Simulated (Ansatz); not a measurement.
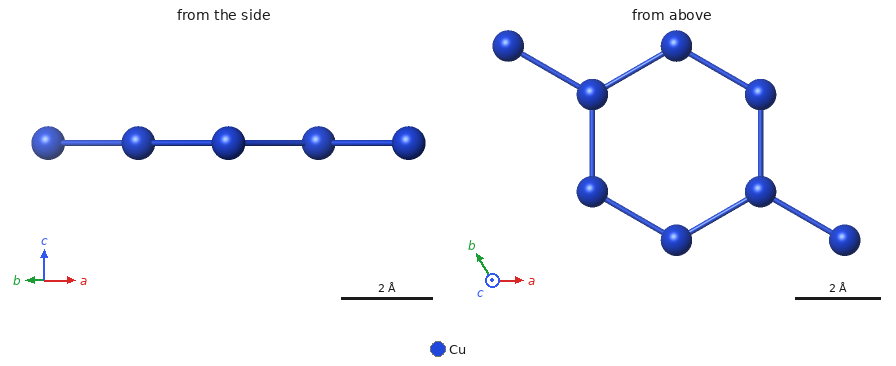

A ball-and-stick picture of a periodic sheet, seen from the side and from above. The surface normal points up in side views; the vacuum is left out. 2×2 cells are drawn in the plane, with atoms at the edges repeated.

The cell holds 2 Cu.

Question: Estimate the thickness.

Answer: About 0.0 Å from the lowest to the highest atom.

Question: What bonds hold it together?

Answer: Each Cu atom is coordinated by three Cu in a trigonal planar arrangement at about 2.3 Å. The bonds build Cu layers parallel to the surface.

Its origin is a structure type filled with this element by a generator (whether the element takes this form wasn't checked). The final geometry of a relaxation with DFT PBE, scalar-relativistic, plane waves, PAW (Ansatz) is shown.
